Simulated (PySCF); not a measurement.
**One shape, several levels: C2H4Si (ethynylsilane)**

Wanted: a comparison of 6 runs (HF/STO-3G, B3LYP/6-311+G**, PBE0/6-311+G**, SVWN5/6-311+G**, r2SCAN/6-311+G**, wB97X/6-311+G**) of C2H4Si (ethynylsilane). Input form: a Python script.

Program for the calculation: PySCF 2.14.0.

3 further runs of the same task are left out: 3 set aside as unsound or not needed.

## Step 1: Starting point

The species is C2H4Si (7 atoms), meant as a singlet with charge 0. As SMILES, `C#C[SiH3]`. The coordinates come from a PBE0-D4/def2-TZVP relaxation.

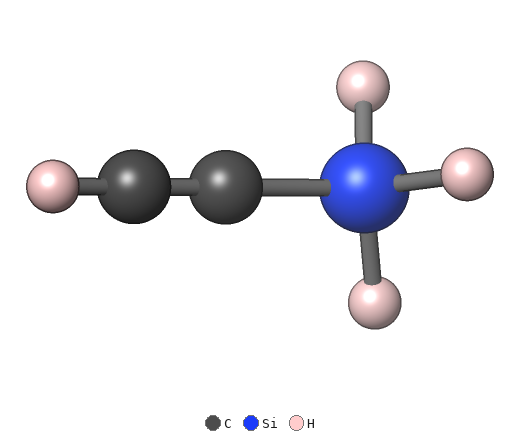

Viewed from a chosen angle; carbon dark grey, silicon blue, hydrogen pink.

## Step 2: The energy at HF/STO-3G (run 1)

File mol.xyz:

```xyz
7
C2H4Si
C     -0.580700    -1.871400     0.172200
C     -0.218500    -0.726500     0.062400
Si     0.329800     1.004300    -0.103800
H     -0.901000    -2.883500     0.269300
H     -0.094500     1.528300    -1.425000
H     -0.281700     1.818100     0.974900
H      1.807900     1.062900     0.004400
```

File calc.py:

```python
# C#C[SiH3]
from pyscf import gto, scf

mol = gto.M(
    atom='mol.xyz',
    charge=0,
    spin=0,
    verbose=4,
    basis='sto-3g',
    max_memory=1860,
)

mf = scf.RHF(mol)
mf.conv_tol = 1e-10
mf.kernel()
if not mf.converged:
    mf = mf.newton().run(mf.mo_coeff, mf.mo_occ)

e_tot = mf.e_tot
print('Final energy', e_tot)
```

Launch:

```console
OMP_NUM_THREADS=1 python calc.py
```

Output:

```text
PySCF version 2.14.0

[INPUT] num. atoms = 7
[INPUT] num. electrons = 30
[INPUT] charge = 0
[INPUT] spin (= nelec alpha-beta = 2S) = 0
[INPUT] symmetry False subgroup None
[INPUT] Mole.unit = angstrom
[INPUT] Symbol           X                Y                Z      unit          X                Y                Z       unit  Magmom
[INPUT]  1 C     -0.580700000000  -1.871400000000   0.172200000000 AA   -1.097363960535  -3.536433469511   0.325410838650 Bohr   0.0
[INPUT]  2 C     -0.218500000000  -0.726500000000   0.062400000000 AA   -0.412905158217  -1.372886029497   0.117918910173 Bohr   0.0
[INPUT]  3 Si     0.329800000000   1.004300000000  -0.103800000000 AA    0.623231675882   1.897851946901  -0.196153571730 Bohr   0.0
[INPUT]  4 H     -0.901000000000  -2.883500000000   0.269300000000 AA   -1.702643238233  -5.449025280183   0.508903245345 Bohr   0.0
[INPUT]  5 H     -0.094500000000   1.528300000000  -1.425000000000 AA   -0.178579118771   2.888068436173  -2.692859727505 Bohr   0.0
[INPUT]  6 H     -0.281700000000   1.818100000000   0.974900000000 AA   -0.532335849290   3.435711067072   1.842293998838 Bohr   0.0
[INPUT]  7 H      1.807900000000   1.062900000000   0.004400000000 AA    3.416435860601   2.008589897800   0.008314794948 Bohr   0.0

nuclear repulsion = 83.0478907750917
number of shells = 15
number of NR pGTOs = 69
number of NR cGTOs = 23
basis = sto-3g
ecp = {}

******** <class 'pyscf.scf.hf.RHF'> ********
method = RHF
initial guess = minao
damping factor = 0
level_shift factor = 0
DIIS = <class 'pyscf.scf.diis.CDIIS'>
diis_start_cycle = 1
diis_space = 8
diis_damp = 0
SCF conv_tol = 1e-10
SCF conv_tol_grad = None
SCF max_cycles = 50
direct_scf = True
direct_scf_tol = 1e-13
Set gradient conv threshold to 1e-05
Initial guess from minao.
init E= -362.642503546509
  HOMO = -0.257443151222366  LUMO = 0.207017700998715  gap/eV = 12.63862
cycle= 1 E= -362.631105096591  delta_E= 0.0114  |g|= 0.229  |ddm|= 3.19
  HOMO = -0.305329243211113  LUMO = 0.387585408326441  gap/eV = 18.85517
cycle= 2 E= -362.652192363108  delta_E= -0.0211  |g|= 0.0892  |ddm|= 0.465
  HOMO = -0.321900245035773  LUMO = 0.376676911593451  gap/eV = 19.00925
cycle= 3 E= -362.653870868102  delta_E= -0.00168  |g|= 0.0556  |ddm|= 0.154
  HOMO = -0.324284402415318  LUMO = 0.376023685132471  gap/eV = 19.05635
cycle= 4 E= -362.654772595649  delta_E= -0.000902  |g|= 0.00421  |ddm|= 0.0648
  HOMO = -0.322332126737227  LUMO = 0.377593552867226  gap/eV = 19.04595
cycle= 5 E= -362.654778053341  delta_E= -5.46e-06  |g|= 0.000595  |ddm|= 0.00667
  HOMO = -0.322242401186889  LUMO = 0.377658352625676  gap/eV = 19.04527
cycle= 6 E= -362.654778182012  delta_E= -1.29e-07  |g|= 0.000149  |ddm|= 0.00113
  HOMO = -0.322275247406768  LUMO = 0.377627626596249  gap/eV = 19.04533
cycle= 7 E= -362.654778188748  delta_E= -6.74e-09  |g|= 1.39e-05  |ddm|= 0.000281
  HOMO = -0.322272414521208  LUMO = 0.377630687056471  gap/eV = 19.04533
cycle= 8 E= -362.654778188808  delta_E= -6.07e-11  |g|= 7.72e-07  |ddm|= 2.46e-05
  HOMO = -0.32227240337386  LUMO = 0.377630721855362  gap/eV = 19.04533
Extra cycle  E= -362.654778188808  delta_E= -1.14e-13  |g|= 2.91e-07  |ddm|= 1.34e-06
converged SCF energy = -362.654778188808
Final energy -362.65477818880845
```

Wall time 0.52 s (1 thread of Arm Neoverse V2, shared host); peak memory 0.098 GiB.

## Step 3: A single-point energy at B3LYP/6-311+G(d,p) (run 2)

File job.py:

```python
# C#C[SiH3]
from pyscf import gto, dft

mol = gto.M(
    atom='''
C     -0.580700    -1.871400     0.172200
C     -0.218500    -0.726500     0.062400
Si     0.329800     1.004300    -0.103800
H     -0.901000    -2.883500     0.269300
H     -0.094500     1.528300    -1.425000
H     -0.281700     1.818100     0.974900
H      1.807900     1.062900     0.004400
''',
    basis='6-311+g**',
    spin=0,
    verbose=4,
    max_memory=1860,
)

ks = dft.RKS(mol)
ks.xc = 'b3lyp'
ks.conv_tol = 1e-10
ks.grids.level = 5
ks.kernel()
if not ks.converged:
    ks = ks.newton().run(ks.mo_coeff, ks.mo_occ)

etot = ks.e_tot
print('E = %.10f Eh' % etot)
```

Launch:

```console
OMP_NUM_THREADS=1 python job.py
```

Output:

```text
PySCF version 2.14.0

[INPUT] num. atoms = 7
[INPUT] num. electrons = 30
[INPUT] charge = 0
[INPUT] spin (= nelec alpha-beta = 2S) = 0
[INPUT] symmetry False subgroup None
[INPUT] Mole.unit = angstrom
[INPUT] Symbol           X                Y                Z      unit          X                Y                Z       unit  Magmom
[INPUT]  1 C     -0.580700000000  -1.871400000000   0.172200000000 AA   -1.097363960535  -3.536433469511   0.325410838650 Bohr   0.0
[INPUT]  2 C     -0.218500000000  -0.726500000000   0.062400000000 AA   -0.412905158217  -1.372886029497   0.117918910173 Bohr   0.0
[INPUT]  3 Si     0.329800000000   1.004300000000  -0.103800000000 AA    0.623231675882   1.897851946901  -0.196153571730 Bohr   0.0
[INPUT]  4 H     -0.901000000000  -2.883500000000   0.269300000000 AA   -1.702643238233  -5.449025280183   0.508903245345 Bohr   0.0
[INPUT]  5 H     -0.094500000000   1.528300000000  -1.425000000000 AA   -0.178579118771   2.888068436173  -2.692859727505 Bohr   0.0
[INPUT]  6 H     -0.281700000000   1.818100000000   0.974900000000 AA   -0.532335849290   3.435711067072   1.842293998838 Bohr   0.0
[INPUT]  7 H      1.807900000000   1.062900000000   0.004400000000 AA    3.416435860601   2.008589897800   0.008314794948 Bohr   0.0

nuclear repulsion = 83.0478907750917
number of shells = 50
number of NR pGTOs = 151
number of NR cGTOs = 98
basis = 6-311+g**
ecp = {}

******** <class 'pyscf.dft.rks.RKS'> ********
method = RKS
initial guess = minao
damping factor = 0
level_shift factor = 0
DIIS = <class 'pyscf.scf.diis.CDIIS'>
diis_start_cycle = 1
diis_space = 8
diis_damp = 0
SCF conv_tol = 1e-10
SCF conv_tol_grad = None
SCF max_cycles = 50
direct_scf = True
direct_scf_tol = 1e-13
XC library pyscf.dft.libxc version 7.0.0
    S. Lehtola, C. Steigemann, M. J.T. Oliveira, and M. A.L. Marques.,  SoftwareX 7, 1–5 (2018)
XC functionals = b3lyp
    P. J. Stephens, F. J. Devlin, C. F. Chabalowski, and M. J. Frisch.,  J. Phys. Chem. 98, 11623 (1994)
radial grids:
    Treutler-Ahlrichs [JCP 102, 346 (1995); DOI:10.1063/1.469408] (M4) radial grids

becke partition: Becke, JCP 88, 2547 (1988); DOI:10.1063/1.454033
pruning grids: <function nwchem_prune>
grids dens level: 5
symmetrized grids: False
atomic radii adjust function: <function treutler_atomic_radii_adjust>
small_rho_cutoff = 0
Set gradient conv threshold to 1e-05
[... 1 set-up line as earlier in the session ...]
tot grids = 223672
init E= -368.145410750659
  HOMO = -0.336902868079268  LUMO = -0.0672333151385316  gap/eV = 7.33808
cycle= 1 E= -368.059181755577  delta_E= 0.0862  |g|= 0.365  |ddm|= 2.81
  HOMO = -0.228706655977092  LUMO = 0.000311719041076594  gap/eV = 6.23191
cycle= 2 E= -368.045962724292  delta_E= 0.0132  |g|= 0.412  |ddm|= 0.693
  HOMO = -0.297989940670651  LUMO = -0.0139440741048312  gap/eV = 7.72928
cycle= 3 E= -368.089105007858  delta_E= -0.0431  |g|= 0.114  |ddm|= 0.376
  HOMO = -0.29951374069717  LUMO = -0.0135759671777228  gap/eV = 7.78076
cycle= 4 E= -368.091859544794  delta_E= -0.00275  |g|= 0.0447  |ddm|= 0.0901
  HOMO = -0.295836555164133  LUMO = -0.0113332363769972  gap/eV = 7.74173
cycle= 5 E= -368.092390849792  delta_E= -0.000531  |g|= 0.00451  |ddm|= 0.0341
  HOMO = -0.296515038400909  LUMO = -0.0118342552033485  gap/eV = 7.74656
cycle= 6 E= -368.092396221625  delta_E= -5.37e-06  |g|= 0.000502  |ddm|= 0.00559
  HOMO = -0.296440655884565  LUMO = -0.0117658458089297  gap/eV = 7.74640
cycle= 7 E= -368.092396274448  delta_E= -5.28e-08  |g|= 0.000126  |ddm|= 0.000912
  HOMO = -0.296434696581438  LUMO = -0.0117615481511494  gap/eV = 7.74635
cycle= 8 E= -368.092396278954  delta_E= -4.51e-09  |g|= 9.2e-06  |ddm|= 0.000145
  HOMO = -0.296434775944311  LUMO = -0.011762019367876  gap/eV = 7.74634
cycle= 9 E= -368.092396278979  delta_E= -2.52e-11  |g|= 1.47e-06  |ddm|= 2.52e-05
  HOMO = -0.296434855760803  LUMO = -0.0117619886400759  gap/eV = 7.74634
Extra cycle  E= -368.092396278977  delta_E= 2.27e-12  |g|= 3.3e-06  |ddm|= 3.5e-06
converged SCF energy = -368.092396278977
E = -368.0923962790 Eh
```

Run time: 13 s. Hardware: 1 thread of Arm Neoverse V2, shared host; peak memory 0.48 GiB.

Runs 3 to 4 aren't shown in full; the table further down has their settings and results.

## Step 4: The energy at r2SCAN/6-311+G(d,p) (run 5)

File run.py:

```python
from pyscf import gto, dft

system = gto.M(
    atom='''
C     -0.580700    -1.871400     0.172200
C     -0.218500    -0.726500     0.062400
Si     0.329800     1.004300    -0.103800
H     -0.901000    -2.883500     0.269300
H     -0.094500     1.528300    -1.425000
H     -0.281700     1.818100     0.974900
H      1.807900     1.062900     0.004400
''',
    max_memory=1860,
    spin=0,
    charge=0,
    verbose=3,
    basis='6-311+g**',
)

mf = dft.RKS(system, xc='r2scan')
mf.conv_tol = 1e-10
mf.grids.level = 5
mf.kernel()
if not mf.converged:
    mf = mf.newton().run(mf.mo_coeff, mf.mo_occ)

energy = mf.e_tot
print('E(%s) = %.9f' % ('R2SCAN', energy))
```

Launch:

```console
OMP_NUM_THREADS=1 python run.py
```

Output:

```text
converged SCF energy = -367.982022937545
E(R2SCAN) = -367.982022938
```

It took 29 s on 1 thread of Arm Neoverse V2, shared host; peak memory 0.54 GiB.

## Step 5: A single-point energy at wB97X/6-311+G(d,p) (run 6)

File input.py:

```python
# C#C[SiH3]
from pyscf import gto, dft

mol = gto.Mole()
mol.atom = '''
C     -1.097364    -3.536433     0.325411
C     -0.412905    -1.372886     0.117919
Si     0.623232     1.897852    -0.196154
H     -1.702643    -5.449025     0.508903
H     -0.178579     2.888068    -2.692860
H     -0.532336     3.435711     1.842294
H      3.416436     2.008590     0.008315
'''
mol.verbose = 3
mol.spin = 0
mol.max_memory = 1860
mol.basis = '6-311+g**'
mol.unit = 'bohr'
mol.build()

mf = dft.RKS(mol)
mf.xc = 'wb97x'
mf.conv_tol = 1e-10
mf.grids.level = 5
mf.kernel()
if not mf.converged:
    mf = mf.newton().run(mf.mo_coeff, mf.mo_occ)

energy = mf.e_tot
print('E(%s) = %.9f' % ('WB97X', energy))
```

Launch:

```console
OMP_NUM_THREADS=1 python input.py
```

Output:

```text
converged SCF energy = -368.033394688025
E(WB97X) = -368.033394688
```

Run time: 20 s. Hardware: 1 thread of Arm Neoverse V2, shared host; peak memory 0.49 GiB.

## Step 6: All runs side by side

```csv
run,level,integration grid,energy (Eh),dipole moment (D),HOMO energy (eV),LUMO energy (eV),wall time
1,HF/STO-3G,–,-362.654778,0.43,-8.77,10.28,0.52 s
2,B3LYP/6-311+G**,5,-368.092396,0.31,-8.07,-0.32,13 s
3,PBE0/6-311+G**,5,-367.835499,0.32,-8.31,-0.11,13 s
4,SVWN5/6-311+G**,5,-366.156347,0.23,-7.24,-1.22,9 s
5,r2SCAN/6-311+G**,5,-367.982023,0.34,-7.35,-0.78,29 s
6,wB97X/6-311+G**,5,-368.033395,0.35,-10.73,1.56,20 s
```

## Step 7: Summary of results

| quantity | value |
| --- | --- |
| run 6: total energy | -368.03339 Eh |
| run 6: dipole moment | 0.35 D |
| run 6: HOMO energy | -10.73 eV |
| run 6: LUMO energy | 1.56 eV |
| run 6: HOMO–LUMO gap | 12.29 eV |

What this shows: The dipole moment (its size) runs from 0.23 D (SVWN5/6-311+G**) to 0.43 D (HF/STO-3G). The two ends differ in method and basis. The two dipoles point in opposite directions. The HOMO–LUMO gap runs from 6.02 eV (SVWN5/6-311+G**) to 19.05 eV (HF/STO-3G). Totals of different functionals can't be ranked against each other. In run 1 the basis is minimal, so the values are rough. All runs together took 84 s, the longest 29 s.
